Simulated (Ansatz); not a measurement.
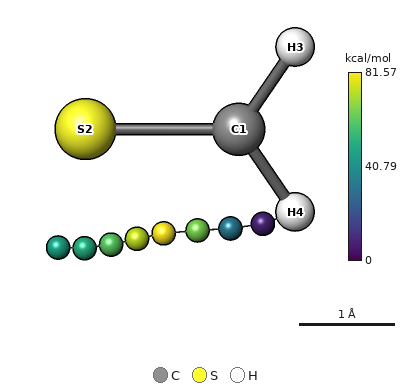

A nudged-elastic-band calculation for CH₂S. Images are numbered from 0 (start) to 8 (end). The start is drawn whole; smaller spheres mark the moving atoms (H) in the later images, joined by lines and coloured by the energy of the image relative to the start. Style: ball-and-stick. Shown at a tilt.

Theory: RKS B3LYP/def2-SVP (Ansatz).

The input:
```yaml
crystal:
  periodic: [false, false, false]
  atoms:
    - { symbol: C, position_ang: [-0.080111, -0.047755, -0.044258] }
    - { symbol: S, position_ang: [1.337126, 0.445364, 0.548312] }
    - { symbol: H, position_ang: [-0.970247, -0.191243, 0.589388] }
    - { symbol: H, position_ang: [-0.231268, -0.266666, -1.113742] }
basis:
  gaussian: { orbitals: def2-SVP }
hamiltonian:
  xc: b3lyp
neb:
  order_check: false
  images: 7
  f_tol: 0.05
  max_iterations: 60
  final_atoms:
    - { symbol: C, position_ang: [-0.78496838, -0.20532316, 0.19125807] }
    - { symbol: S, position_ang: [0.81039126, 0.19524929, -0.07624655] }
    - { symbol: H, position_ang: [-0.87317929, -0.04788995, 1.29309185] }
    - { symbol: H, position_ang: [0.90325642, -0.00233617, -1.42840337] }
  initial_path:
    images:
      - { positions_ang: [[-0.080111, -0.047755, -0.044258], [1.337126, 0.445364, 0.548312], [-0.970247, -0.191243, 0.589388], [-0.231268, -0.266666, -1.113742]] }
      - { positions_ang: [[-0.1616266, -0.08141471, -0.00283159], [1.28792677, 0.41960933, 0.44658884], [-1.00768563, -0.17741535, 0.69687975], [-0.06311454, -0.22107926, -1.160937]] }
      - { positions_ang: [[-0.24314221, -0.11507442, 0.03859482], [1.23872755, 0.39385465, 0.34486567], [-1.04512425, -0.1635877, 0.8043715], [0.10503892, -0.17549253, -1.208132]] }
      - { positions_ang: [[-0.32465781, -0.14873414, 0.08002124], [1.18952832, 0.36809998, 0.24314251], [-1.08256288, -0.14976005, 0.91186325], [0.27319237, -0.12990579, -1.255327]] }
      - { positions_ang: [[-0.40617342, -0.18239385, 0.12144765], [1.14032909, 0.3423453, 0.14141934], [-1.12000151, -0.1359324, 1.01935501], [0.44134583, -0.08431906, -1.302522]] }
      - { positions_ang: [[-0.50087216, -0.18812618, 0.13890026], [1.05784463, 0.3055713, 0.08700287], [-1.05829595, -0.11392179, 1.08778922], [0.55682348, -0.06382334, -1.33399234]] }
      - { positions_ang: [[-0.5955709, -0.1938585, 0.15635286], [0.97536018, 0.26879729, 0.03258639], [-0.9965904, -0.09191118, 1.15622343], [0.67230113, -0.04332761, -1.36546269]] }
      - { positions_ang: [[-0.69026964, -0.19959083, 0.17380547], [0.89287572, 0.23202329, -0.02183008], [-0.93488485, -0.06990057, 1.22465764], [0.78777877, -0.02283189, -1.39693303]] }
      - { positions_ang: [[-0.78496838, -0.20532316, 0.19125807], [0.81039126, 0.19524929, -0.07624655], [-0.87317929, -0.04788995, 1.29309185], [0.90325642, -0.00233617, -1.42840337]] }
```

Run as
```bash
ansatz run input.yaml --threads 1 --pin off --max-ram 2048MiB --backend cpu --events-out ev --progress --plain --runs-dir out
```

**Describe the path and its energy.**

A hydrogen atom shifts from one atom to another. Breaking: C1–H4 (1.10 → 1.45 at the top → 2.35 Å). Forming: S2–H4 (2.39 → 1.45 at the top → 1.37 Å). Forward barrier 81.6 kcal/mol, backward barrier 33.9 kcal/mol, with image 4 at the top; the reaction energy is +47.6 kcal/mol. The band is converged. At the top, the vibrational analysis gives one imaginary mode (1770i cm⁻¹), as a transition state must have.
